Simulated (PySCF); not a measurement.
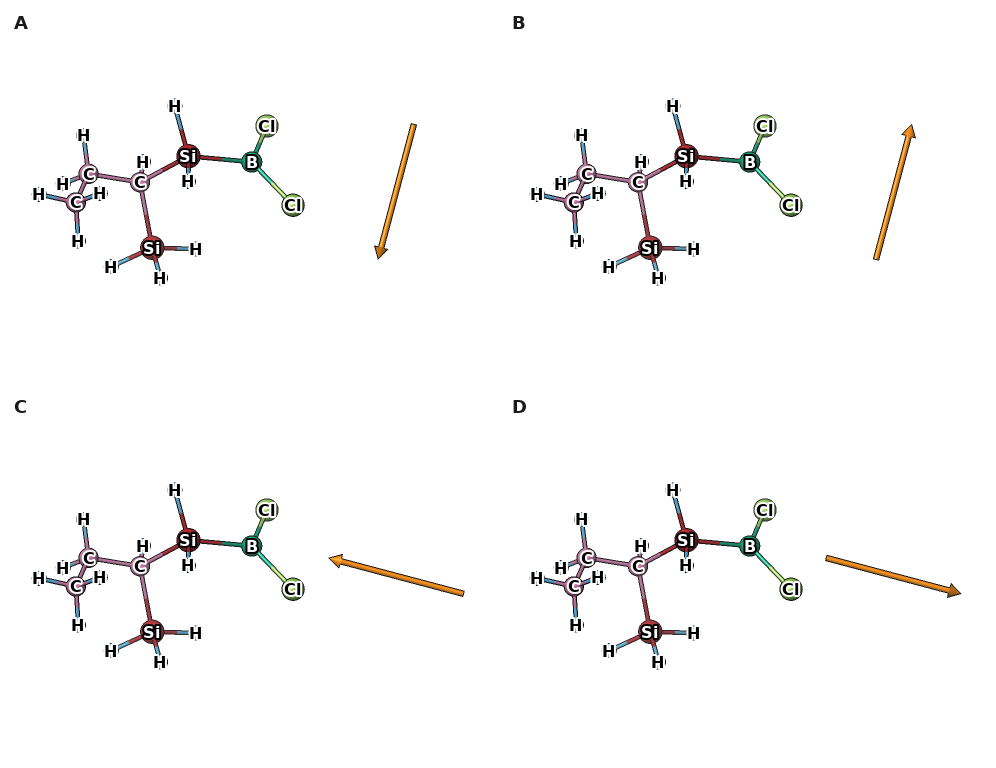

The same molecule four times, each with an arrow. The computed structure is the end point of a GFN2-xTB optimisation. No frequency run is at hand to confirm it as a minimum. Level of theory: PBE0/pcSseg-1, gas phase (PySCF 2.14.0).

Which arrow points along the dipole moment, from the negative to the positive end?

Answer. C. The dipole moment is 1.32 D.

The geometry is semi-empirical. Around B, Si such bond lengths and angles can be off by a tenth of an ångström or more and by several degrees, and values that hang on the shape move with them.
